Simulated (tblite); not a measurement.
Molecular dynamics of C₆H₉FO (part 3 of 3)

C₆H₉FO, SMILES O=C(F)C1CCCC1; GFN2-xTB Langevin dynamics, gas phase (tblite 0.8.0). 

Geometry of the input (Å):
```
O  1.9010  1.5106  -1.1663
C  1.9074  0.6015  -0.4153
F  3.0236  -0.1919  -0.3526
C  0.8606  0.0953  0.5214
C  0.2612  -1.2089  -0.0614
C  -1.0208  -0.7477  -0.7462
C  -1.5630  0.2985  0.2222
C  -0.3156  1.0810  0.6443
H  1.3494  -0.1075  1.4772
H  0.0230  -1.8927  0.7537
H  0.9488  -1.7131  -0.7392
H  -0.7881  -0.2836  -1.7055
H  -1.7155  -1.5687  -0.9138
H  -2.3151  0.9408  -0.2309
H  -2.0101  -0.1968  1.0856
H  -0.4038  1.4784  1.6537
H  -0.1501  1.9168  -0.0367
```

Trajectory as extended XYZ, continued:
```
17
Properties=species:S:1:pos:R:3:forces:R:3 step=29 time_fs=725.0 energy=-713.77645 temperature=231.3
O     1.5419    0.9275   -1.0775    0.1907  -0.2170   1.0823
C     1.3213    0.5858    0.0368    0.3372  -0.5984  -0.7016
F     2.3170   -0.0152    0.8264   -0.1263   0.4507  -0.7761
C     0.0857    0.5510    0.8226   -1.1975   0.5052   1.6274
C    -0.5335   -0.8534    0.9775   -1.6932  -0.4431  -2.0703
C    -1.7635   -0.8245   -0.0511    0.3046   0.1136  -0.5771
C    -2.2894    0.5919    0.1721   -0.6982  -0.5825   0.4740
C    -1.0762    1.4333    0.2914    1.4831   1.8884  -0.9212
H     0.3594    0.8309    1.8750   -0.0455   0.1712  -0.7679
H    -0.8890   -1.0919    1.9687   -0.0805   0.3152   0.2155
H     0.1276   -1.6297    0.6682    0.6583  -0.5640  -0.1165
H    -1.3900   -0.9396   -1.1496   -0.4529   0.1855   1.8956
H    -2.6291   -1.5154    0.0830    1.1564   0.0234   0.2004
H    -2.9346    0.9726   -0.5870   -0.4258  -0.0286  -0.8526
H    -2.8946    0.6788    1.0929    0.3355  -0.4612  -0.0789
H    -1.2847    2.2496    0.9884    0.3078   0.1269  -0.1320
H    -0.8243    1.9273   -0.7266   -0.0537  -0.8854   1.4993
17
Properties=species:S:1:pos:R:3:forces:R:3 step=30 time_fs=750.0 energy=-713.81554 temperature=273.2
O     1.6165    0.9229   -0.9791   -1.1868   0.1698  -0.3242
C     1.3006    0.5306    0.0911    0.5805   0.6869   0.0413
F     2.3404    0.0134    0.7821    0.3254  -0.7356   1.0600
C     0.0600    0.5635    0.9310   -0.7951  -0.0773   0.0123
C    -0.5966   -0.8403    0.9619   -0.7577  -0.3509  -2.1027
C    -1.8682   -0.7487    0.0390   -0.8031  -1.2787   0.2884
C    -2.3261    0.6889    0.1849   -0.2910   0.3397   1.3613
C    -1.0274    1.5029    0.2913    0.0873  -0.2963   0.4517
H     0.3076    0.6968    2.0198    0.0934   0.7366  -1.1382
H    -0.9780   -1.0660    1.9272   -0.0039  -0.1805   0.8678
H     0.1121   -1.6177    0.6354   -0.3691   0.1634   0.1469
H    -1.7289   -0.9551   -1.0404    0.5610   0.1095   0.6079
H    -2.6892   -1.5095    0.3412    1.2991   1.1327  -0.1331
H    -2.9976    0.9821   -0.5991    0.0491   0.2460  -0.6837
H    -2.9301    0.9150    1.1152    0.6690  -0.7456  -0.5664
H    -1.2535    2.3817    0.8690    0.2902   0.3556   0.5445
H    -0.6933    1.8804   -0.6631    0.2519  -0.2752  -0.4340
17
Properties=species:S:1:pos:R:3:forces:R:3 step=31 time_fs=775.0 energy=-713.81210 temperature=319.0
O     1.4267    0.9719   -0.9651    1.0433  -0.6533   0.7664
C     1.3289    0.5506    0.1395   -0.9512   0.1876   0.4270
F     2.3791    0.0206    0.8968   -0.7066   0.4807  -1.1041
C     0.0335    0.5536    0.9395    1.2607  -0.2739   1.4874
C    -0.6608   -0.8226    0.9736    0.1597  -0.8817  -0.0871
C    -1.9030   -0.7187    0.1154   -0.3209   0.3338   1.1141
C    -2.2594    0.7467    0.2561   -1.4770   1.0379   0.3161
C    -0.9424    1.5456    0.3669   -1.2694  -0.1666   0.5326
H     0.2620    0.7585    2.0141    0.2502   0.1762  -0.7226
H    -1.0447   -0.9716    1.9968    0.5872  -0.3127  -0.3086
H    -0.0109   -1.6548    0.6227   -0.2903   0.5015   0.5930
H    -1.7998   -0.9676   -0.8901    0.8942  -0.1362  -1.8869
H    -2.6494   -1.4447    0.4311   -0.3470   0.2970   0.5520
H    -2.9446    1.0457   -0.5516    0.5613   0.1970  -0.1040
H    -2.8601    0.9769    1.1531    0.2819  -0.4812   0.0689
H    -1.0289    2.5071    0.9007   -0.1404  -0.6553   0.2478
H    -0.6008    1.8169   -0.5785    0.4641   0.3491  -1.8921
17
Properties=species:S:1:pos:R:3:forces:R:3 step=32 time_fs=800.0 energy=-713.71845 temperature=419.5
O     1.4679    0.9056   -0.8565   -1.1573   0.0489   0.5218
C     1.2085    0.5694    0.2611    1.2856   0.3460  -1.6299
F     2.2737    0.0555    0.8999    0.3759  -0.5806   1.1823
C    -0.0245    0.5875    1.0826    0.7018  -0.7532  -0.2832
C    -0.6151   -0.8512    1.0416   -0.9532   0.6739  -0.1012
C    -1.8025   -0.6271    0.0679    0.9032  -0.7622  -0.2856
C    -2.3099    0.7511    0.3132   -0.2415   1.1795  -0.6050
C    -1.0043    1.5175    0.4611   -0.2841   1.1261  -2.3993
H     0.2499    0.9588    2.0268    0.4022  -0.0579   1.6119
H    -0.9509   -1.2357    2.0458    0.5308   0.4256  -1.0531
H     0.0194   -1.5351    0.4933    0.4757  -0.3284   0.6869
H    -1.3898   -0.7186   -0.9501   -0.2671   0.1670   0.1854
H    -2.4918   -1.4191    0.2111   -0.9887  -0.5755   0.0184
H    -2.9655    1.1790   -0.4679    0.5098  -0.3513  -0.0045
H    -2.8824    0.8215    1.1861   -0.8154  -0.1600   1.6188
H    -0.9764    2.5610    0.8274   -0.4605  -0.7533   0.2812
H    -0.6705    1.5976   -0.5980   -0.0170   0.3555   0.2553
17
Properties=species:S:1:pos:R:3:forces:R:3 step=33 time_fs=825.0 energy=-713.61325 temperature=414.0
O     1.3556    0.9101   -0.8418    1.2413   0.3994  -1.7661
C     1.2421    0.6666    0.2823   -0.1125  -1.3432   1.3306
F     2.3174    0.0169    1.0290   -1.1658   0.9501  -0.9580
C     0.0036    0.7183    1.0795   -0.1948  -1.4802  -0.7851
C    -0.5955   -0.7752    1.0034   -1.2486   1.9650  -0.7216
C    -1.7178   -0.6358   -0.0559   -0.1190  -0.7701  -0.8220
C    -2.3490    0.6953    0.3327    0.9543   0.7659   0.2225
C    -1.0957    1.6281    0.5087    0.0358  -1.0073  -2.3210
H     0.3361    1.0704    2.0147   -0.1393  -0.1177   1.6592
H    -1.1627   -0.9869    1.8908    0.3911  -0.1412   0.7820
H     0.0265   -1.5804    0.7146    1.0609  -0.3698   0.1241
H    -1.3130   -0.6454   -1.1349   -0.6079   0.0761   1.6039
H    -2.4184   -1.5203    0.0956    0.6713   1.0956  -0.5179
H    -3.0772    1.1601   -0.3265    0.1126  -0.3023  -0.2816
H    -2.8221    0.5663    1.2977   -0.1815   0.0206   0.2819
H    -1.2151    2.4453    1.1680   -0.5099   0.8454   0.4180
H    -0.8275    2.0197   -0.5548   -0.1880  -0.5861   1.7511
17
Properties=species:S:1:pos:R:3:forces:R:3 step=34 time_fs=850.0 energy=-713.75776 temperature=404.1
O     1.4907    0.9417   -0.8508   -1.1974  -0.3769   1.5759
C     1.1897    0.6625    0.2776    0.6423   1.1660  -0.9762
F     2.2026    0.1491    1.0415   -0.0634  -0.1783   0.2533
C    -0.0700    0.7644    1.1370    0.9957   0.7194  -0.5737
C    -0.5755   -0.6872    1.0054   -0.5258   0.1822  -0.7422
C    -1.6476   -0.5949   -0.0887    0.8153  -0.4766  -1.1290
C    -2.3693    0.6744    0.3174   -0.2542   0.0319   1.1435
C    -1.2056    1.6609    0.5089    0.7113  -0.9294   0.0940
H     0.2817    1.1260    2.1702   -0.6929  -0.7511  -1.3137
H    -1.1620   -1.0044    1.8315    0.1711  -0.3188   1.2845
H     0.1855   -1.4157    0.7284    0.0857   0.0653   0.3435
H    -1.1289   -0.3636   -1.0788   -0.7866  -0.6332   0.9541
H    -2.1875   -1.5913   -0.1250    0.2272   1.4446  -0.2026
H    -3.0155    1.0680   -0.4427   -0.6376  -0.0672  -0.1573
H    -2.9151    0.5288    1.3167    0.5383   0.2187  -1.4265
H    -1.4529    2.4835    1.1380   -0.2479   0.4620   0.7513
H    -0.9205    2.1308   -0.4439    0.2188  -0.5584   0.1210
17
Properties=species:S:1:pos:R:3:forces:R:3 step=35 time_fs=875.0 energy=-713.76183 temperature=273.1
O     1.4706    0.9980   -0.8154   -0.1131   0.4295   0.3690
C     1.1931    0.8141    0.3182   -0.9680  -0.9118  -0.1981
F     2.0971    0.2471    1.1508    0.9553   0.0401   0.1523
C    -0.1159    0.7609    1.0763    1.2247   2.1074   1.7329
C    -0.6356   -0.6315    1.0125   -0.9004  -2.0585   0.6902
C    -1.6528   -0.6050   -0.1398    1.2430   1.3909   0.8513
C    -2.3427    0.6991    0.2224   -1.6419  -0.7296   0.1846
C    -1.2372    1.6418    0.5295   -0.0887   1.2557   2.0294
H     0.1690    1.0078    2.1778   -0.4440  -0.1506  -1.5793
H    -1.1553   -0.9053    1.9722    0.4691   0.2105  -0.7341
H     0.1509   -1.3641    0.8396    0.0319  -0.1406   0.0846
H    -1.0143   -0.4273   -0.9827   -0.1918  -0.2940  -1.0299
H    -2.2749   -1.4542   -0.1930   -0.5255  -0.7910  -0.2311
H    -2.9321    1.1727   -0.5653   -0.5011  -0.5687   0.1798
H    -2.9361    0.4619    1.1660    0.2805   0.6234  -1.2341
H    -1.6342    2.3953    1.2657    0.6569  -0.5836  -0.2543
H    -0.9446    2.2413   -0.2953    0.5132   0.1712  -1.0131
17
Properties=species:S:1:pos:R:3:forces:R:3 step=36 time_fs=900.0 energy=-713.81828 temperature=414.2
O     1.4339    1.2053   -0.6638    0.5147   0.9107  -2.9467
C     1.1297    0.8081    0.3684   -0.7954  -0.1632   2.5120
F     2.1675    0.3337    1.1790   -0.6427  -0.1452   0.0455
C    -0.1921    0.8055    1.1196    0.9192   1.0817   0.0824
C    -0.7320   -0.5802    1.0795   -1.0569  -1.7321   0.5271
C    -1.7126   -0.5513   -0.1287    1.0213   0.5350   1.2883
C    -2.4651    0.7449    0.1250    1.4112   0.6277  -1.4046
C    -1.3405    1.6952    0.5454    0.5796   0.4598  -0.1266
H     0.1611    1.0738    2.1173   -0.4943   0.2124   0.3140
H    -1.3221   -0.7989    1.9928    0.1530   0.2295  -0.2742
H     0.0615   -1.3518    1.0906   -0.3910   0.2772  -0.5010
H    -1.0907   -0.5310   -0.9972   -0.1395  -0.1613  -0.8284
H    -2.4347   -1.3088   -0.0482   -0.4259  -1.4795  -0.4855
H    -3.0049    1.1249   -0.7735    0.2181  -0.3388   0.8329
H    -3.0792    0.5360    0.9452   -1.3267   0.1214   0.9955
H    -1.6716    2.5100    1.1889    0.0037  -0.3827   0.5611
H    -0.9947    2.2386   -0.3199    0.4516  -0.0525  -0.5918
17
Properties=species:S:1:pos:R:3:forces:R:3 step=37 time_fs=925.0 energy=-713.66589 temperature=273.1
O     1.3008    1.4177   -0.5873   -0.1718  -0.3926   1.9080
C     1.0817    0.9898    0.5224   -0.1360  -0.2265  -2.8790
F     2.1136    0.4058    1.1822   -0.2680   0.1535   0.3010
C    -0.2577    0.8480    1.1996    0.0122  -0.9269  -1.5699
C    -0.8246   -0.6410    1.1052    0.7437   0.4023   0.5181
C    -1.7703   -0.5738   -0.1137    0.6594   0.6091   1.3150
C    -2.5273    0.7509    0.1613    3.5127   0.6956  -2.3938
C    -1.2900    1.7496    0.5198   -1.6248  -1.2269  -0.6225
H     0.0006    1.0925    2.1696   -0.1340   0.4671   2.3938
H    -1.3739   -0.8731    2.0211   -0.1729   0.2920  -0.0301
H     0.0236   -1.3671    1.1333   -0.6244   0.4352  -0.6835
H    -1.0696   -0.3830   -0.9348   -0.7839  -0.6309  -0.3783
H    -2.4796   -1.4174   -0.1590    0.7344   0.3025  -0.3871
H    -3.0291    1.0116   -0.7791   -0.0087   0.3888   0.4795
H    -3.1776    0.6465    0.9428   -1.5270  -0.0564   1.8553
H    -1.6244    2.6172    1.0739   -0.0466  -0.1433   0.4561
H    -0.8400    2.1420   -0.3883   -0.1645  -0.1427  -0.2826
17
Properties=species:S:1:pos:R:3:forces:R:3 step=38 time_fs=950.0 energy=-713.72886 temperature=360.1
O     1.1808    1.5632   -0.4728    1.5556   0.6582  -2.4647
C     0.9990    0.9526    0.4887   -0.6972  -0.1817   2.7676
F     2.0169    0.5181    1.2999    0.3025  -0.2498  -0.5683
C    -0.2998    0.8348    1.2329    0.8290  -1.0265  -0.4481
C    -0.8126   -0.6425    1.0531    0.1335  -0.0030   1.4533
C    -1.8473   -0.6013   -0.1022    0.6748   0.1635   1.9337
C    -2.4739    0.7651    0.1609   -0.6560   0.6738  -0.1109
C    -1.2620    1.7155    0.4905   -1.7511  -0.2494  -0.4848
H     0.0168    1.1602    2.2411   -0.8068  -0.4373  -0.0843
H    -1.2328   -1.0163    2.0284   -0.1169   0.5276  -0.8935
H     0.0452   -1.2958    0.9116    0.0411  -0.1377  -0.4533
H    -1.2902   -0.5750   -1.0329   -0.3054  -0.2350  -0.1887
H    -2.5341   -1.4579    0.0162    0.3011   0.5201  -0.4759
H    -3.0728    1.0501   -0.7178    0.3394   0.3128   0.2321
H    -3.2052    0.7829    1.0310    1.0210  -0.3003  -0.8185
H    -1.6173    2.5326    1.0844   -0.2227   0.4833   0.4486
H    -0.7572    2.1735   -0.3820   -0.6419  -0.5186   0.1557
17
Properties=species:S:1:pos:R:3:forces:R:3 step=39 time_fs=975.0 energy=-713.68180 temperature=281.2
O     1.3175    1.5668   -0.4720   -0.5638   1.0024  -0.7301
C     0.9732    1.1344    0.5593    0.5498  -2.3804   0.1666
F     2.0117    0.5638    1.2860   -0.1253   0.0698   0.6073
C    -0.3459    0.7675    1.2061    1.7286   1.4267   0.4793
C    -0.8090   -0.7179    1.0763    0.7684   1.8622   0.2987
C    -1.8731   -0.5824    0.0243   -1.7173  -1.5116   0.8870
C    -2.5197    0.7839    0.1628   -2.3298  -1.2732   1.7081
C    -1.3895    1.6606    0.5246    0.6299   1.2676   0.1622
H    -0.0951    1.0528    2.2664   -0.7638  -0.3614  -0.5592
H    -1.0902   -0.9768    2.0814   -0.7724  -0.3728   0.1818
H    -0.0581   -1.4175    0.7801    0.7270  -0.1854  -0.2430
H    -1.4406   -0.7512   -0.9327    0.2188   0.0555  -0.8269
H    -2.6166   -1.3762    0.2387    0.1354   0.2095  -0.5631
H    -3.0601    1.0842   -0.7068   -0.1552   0.1977  -0.7061
H    -3.3657    0.7187    0.9969    1.7291   0.2019  -1.2186
H    -1.7033    2.4966    1.1758    0.2939  -0.2119  -0.4285
H    -0.9317    2.0457   -0.4227   -0.3533   0.0035   0.7847
17
Properties=species:S:1:pos:R:3:forces:R:3 step=40 time_fs=1000.0 energy=-713.72556 temperature=331.3
O     1.3696    1.5916   -0.5171   -0.4573  -1.6604   1.9214
C     1.0526    0.9973    0.4892   -0.4184   2.3751  -1.3868
F     1.9946    0.5333    1.3536    0.1419  -0.1775  -0.4825
C    -0.3164    0.8657    1.1667    1.8037   0.8744  -0.8827
C    -0.7283   -0.5962    1.0166    1.0348  -0.5573   0.6504
C    -1.8954   -0.6570    0.0876   -0.3438  -0.3234  -1.1720
C    -2.5442    0.7299    0.2629   -2.5433  -1.4917  -1.3050
C    -1.4672    1.6990    0.5372    1.0527   0.2369   1.2299
H    -0.0082    1.1677    2.2018   -0.8751  -0.3565  -0.4983
H    -0.9818   -0.8058    2.0231   -0.6771  -1.1077   0.9470
H     0.0820   -1.2934    0.7130   -0.2947   0.5549   0.1732
H    -1.5203   -0.8319   -0.9493   -0.2817   0.4680   0.5002
H    -2.5447   -1.5362    0.2834    0.1329   0.7328   0.1333
H    -3.1313    1.0333   -0.6387    0.5163  -0.2953   0.3085
H    -3.3377    0.6626    1.0170    0.4508   0.0423   0.3837
H    -1.8246    2.4283    1.2893    0.4538   0.1079  -0.8002
H    -1.1569    2.0948   -0.4239    0.3043   0.5776   0.2800
```

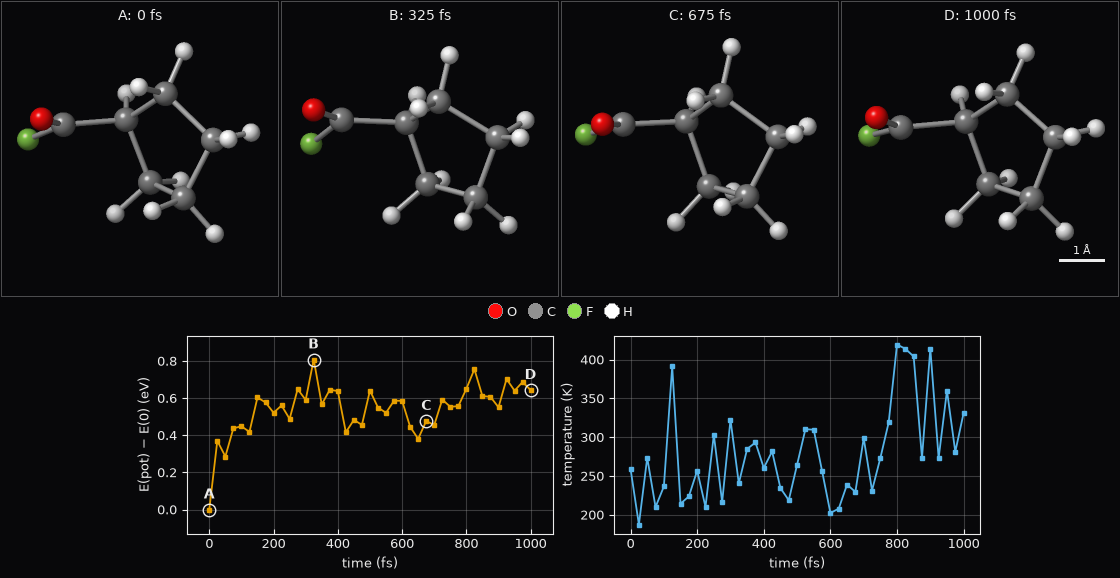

*Frames of the molecular dynamics (ball-and-stick, seen at a tilt) above the curves, on which the letters mark them.*

The trajectory kept here has 41 frames over 1000 fs. The temperature starts at 259 K, ranges from 187 to 420 K and averages 301 K over the second half. The potential energy ends 0.643 eV above its first value. After an unweighted best fit of the last frame on the first, the root-mean-square displacement is 0.17 Å, and H12 has moved furthest (0.30 Å).

Results in brief:

| quantity | value |
| --- | --- |
| outcome | finished |
| mean temperature over the second half | 301 K |
| trajectory | 41 frames kept, 1000 fs |
| wall time | 11 s |
| peak memory | 0.18 GiB |
